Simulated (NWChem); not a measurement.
# SiH3OF (SMILES O[SiH2]F) at CAM-B3LYP/6-311+G(d,p)

Aim: the vertical ionisation energy of SiH3OF at CAM-B3LYP/6-311+G**, from 2 runs. 

Program for the calculation: NWChem 7.3.0.

**1. The system as given**

The species is SiH3OF (6 atoms), meant as a singlet with charge 0. As SMILES, `O[SiH2]F`. The shape is that of a PBE0-D4/def2-TZVP optimisation. This is one conformer, not always the lowest.

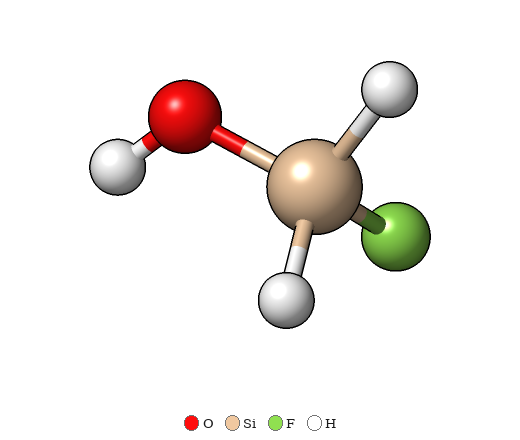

Viewed from a chosen angle; oxygen red, silicon light orange, fluorine green, hydrogen white.

**2. A single-point energy at CAM-B3LYP/6-311+G(d,p)**

Input file mymol.nw:

```
start mymol
memory 2200 mb

geometry units angstroms noautosym nocenter noautoz
  O    -0.853500   -0.209200   -0.924100
  Si    0.378300   -0.009300    0.123900
  F     0.180800   -0.922800    1.417800
  H    -1.714200    0.150200   -0.705600
  H     1.595600   -0.458500   -0.575800
  H     0.455100    1.385600    0.617600
end

basis spherical bse
  O library 6-311+G**
  Si library 6-311+G**
  F library 6-311+G**
  H library 6-311+G**
end

dft
  xc xcamb88 1.00 lyp 0.81 vwn_5 0.19 hfexch 1.00
  cam 0.33 cam_alpha 0.19 cam_beta 0.46
  mult 1
  grid fine
  convergence energy 1e-08
  direct
  maxiter 100
  mulliken
  noprint "final vectors analysis"
end

task dft energy
```

Run with:

```console
$ nwchem mymol.nw > mymol.out
```

Log:

```text
[...]
          Wavefunction type:  closed shell.
          No. of atoms     :     6
          No. of electrons :    34
[...]
          Charge           :     0
          Spin multiplicity:     1
[...]
          AO basis - number of functions:    92
[...]
              XC Information
              --------------
                     Hartree-Fock (Exact) Exchange  1.000
                   CAM-Becke88 Exchange Functional  1.000
                      VWN V Correlation Functional  0.190 local
              Lee-Yang-Parr Correlation Functional  0.810
[...]
 d= 0,ls=0.0,diis     1   -466.4035725173 -5.86D+02  8.78D-03  1.27D+00     3.4
[...]
 d= 0,ls=0.0,diis    10   -466.4911201225 -4.36D-10  2.73D-07  3.75D-10    33.3
         Total DFT energy =     -466.491120122472
      One electron energy =     -883.935319128969
           Coulomb energy =      339.098616301771
    Exchange-Corr. energy =      -41.182855757887
 Nuclear repulsion energy =      119.528438462613
[...]
      Total Density - Mulliken Population Analysis
     ---------------------------------------------
    Atom       Charge   Shell Charges
 -----------   ------   -------------------------------------------------------
    1 O    8     8.57   1.08  0.91  0.99  0.98  2.09  0.81  1.64 -0.06  0.12  0.01
    2 Si  14    13.10   0.79  1.18  0.95  1.04  0.80  0.36  1.98  3.89  0.68  0.95  0.10  0.03  0.02  0.34
    3 F    9     9.33   1.08  0.92  1.19  1.07  2.36  0.90  1.82 -0.10  0.08  0.00
    4 H    1     0.71   0.26  0.33  0.05  0.07
    5 H    1     1.14   0.25  0.58  0.29  0.01
    6 H    1     1.15   0.25  0.58  0.30  0.01
[...]
```

It took 34 s on 1 thread of Intel Xeon Platinum 8488C (Sapphire Rapids), shared host; peak memory 0.11 GiB.

**3. The doublet cation, same level**

Input file job.nw:

```
start job
title "FH3OSi"
memory total 2200 mb
charge 1

geometry units angstroms noautosym nocenter noautoz
O     -0.853500    -0.209200    -0.924100
Si     0.378300    -0.009300     0.123900
F      0.180800    -0.922800     1.417800
H     -1.714200     0.150200    -0.705600
H      1.595600    -0.458500    -0.575800
H      0.455100     1.385600     0.617600
end

basis spherical bse
* library 6-311+G**
end

dft
xc xcamb88 1.00 lyp 0.81 vwn_5 0.19 hfexch 1.00
cam 0.33 cam_alpha 0.19 cam_beta 0.46
mult 2
grid fine
convergence energy 1e-08
direct
iterations 100
mulliken
noprint "final vectors analysis"
end

task dft
```

Run with:

```console
$ nwchem job.nw > job.out
```

Log:

```text
[...]
          Wavefunction type:  spin polarized.
          No. of atoms     :     6
          No. of electrons :    33
[...]
          Charge           :     1
          Spin multiplicity:     2
[...]
          AO basis - number of functions:    92
[...]
              XC Information
              --------------
                     Hartree-Fock (Exact) Exchange  1.000
                   CAM-Becke88 Exchange Functional  1.000
                      VWN V Correlation Functional  0.190 local
              Lee-Yang-Parr Correlation Functional  0.810
[...]
 d= 0,ls=0.0,diis     1   -465.7397648512 -5.85D+02  9.33D-03  9.45D-01     3.8
[...]
 d= 0,ls=0.5,diis    44   -466.0424376571 -6.23D-09  1.03D-07  6.32D-09   163.0
[...]
         Total DFT energy =     -466.042437660192
      One electron energy =     -874.548747574694
           Coulomb energy =      329.774774423816
    Exchange-Corr. energy =      -40.796902971926
 Nuclear repulsion energy =      119.528438462613
[...]
      Total Density - Mulliken Population Analysis
     ---------------------------------------------
    Atom       Charge   Shell Charges
 -----------   ------   -------------------------------------------------------
    1 O    8     8.33   1.08  0.91  0.98  1.01  2.06  0.80  1.52 -0.08  0.04  0.01
    2 Si  14    13.12   0.79  1.18  0.95  1.04  0.85  0.36  1.98  3.89  0.67  0.95  0.12  0.02  0.00  0.33
    3 F    9     9.18   1.08  0.92  1.18  1.09  2.34  0.90  1.75 -0.10  0.03  0.00
    4 H    1     0.64   0.25  0.30  0.03  0.07
    5 H    1     0.89   0.23  0.52  0.13  0.01
    6 H    1     0.83   0.22  0.49  0.10  0.01
[...]
      <S2> =      0.7631 (Exact =     0.7500)
[...]
```

Run time: 2.8 min. Hardware: 1 thread of Intel Xeon Platinum 8488C (Sapphire Rapids), shared host; peak memory 0.11 GiB.

**4. Outcome**

At CAM-B3LYP/6-311+G**:

```
                                          quantity          value
                      singlet SiH3OF: total energy  -466.49112 Eh
                     singlet SiH3OF: dipole moment         1.81 D
                      doublet cation: total energy  -466.04244 Eh
                              doublet cation: ⟨S²⟩          0.763
vertical ionisation energy (to the doublet cation)      12.209 eV
```

What this shows: The vertical ionisation energy comes to 12.21 eV (1178 kJ/mol). Mulliken charges (doublet cation) run from -0.33 on O1 to +0.88 on Si2; in a basis this large or diffuse they mean little.
